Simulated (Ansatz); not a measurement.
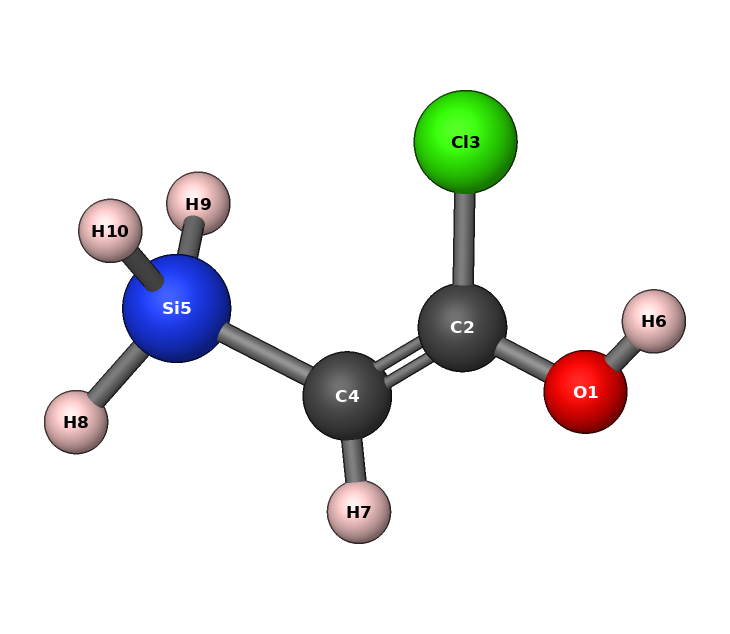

The questions are on Mulliken charges. The geometry was computed by an optimisation with PBE0-D4/def2-TZVP. No frequency run is at hand to confirm it as a minimum. Method: RKS PBE-D4/def2-TZVPP (Ansatz 0.2.0).

Give the Mulliken charges atom by atom.

```csv
atom,value (e)
O1,−0.21
C2,0.18
Cl3,−0.09
C4,−0.23
Si5,0.21
H6,0.20
H7,0.09
H8,−0.06
H9,−0.05
H10,−0.05
```

Mulliken values depend strongly on the basis set and can even reverse the polarity of a bond.
